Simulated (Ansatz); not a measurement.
Computed with PBE (plane waves to 420 eV, PAW; Ansatz, a first-principles code).

Host crystal: corundum, with a band gap (PBE, scalar-relativistic without spin-orbit coupling).

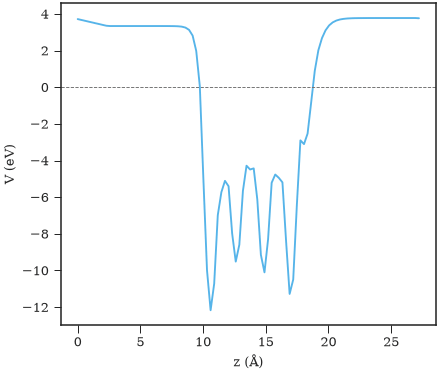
Figure. Planar average of the electrostatic potential across the slab, in eV from the Fermi level, for Li on the 1x1 (0001) surface of corundum (cut with top plane Al), one in a 1x1 cell, started at the site 'hollow Al-O-O-O over O at depth 2.3 Å #2'

Model: 21-atom slab, 6.7 Å thick at the start under the adsorbate (thin: gaps and levels are the slab's own), 6x6x1 mesh, Fermi-Dirac 0.01 eV, dipole correction, 9 atoms held, the rest relaxed; no symmetry held; spin-polarised, ending with about 0.1 μB a cell, a value that depends on the mesh; orders that need a larger cell were not tried, no spin-orbit, no U, no dispersion correction. The slab shows no gap over 0.04 eV on its mesh. At the end it is bonded to 4 Al + 3 O. In PBE it is, or lies within 0.03 eV of, the lowest of the starts that converged.

The vacuum level lies 3.78 eV above the Fermi level over the top face and 3.34 eV above it under the bottom face.
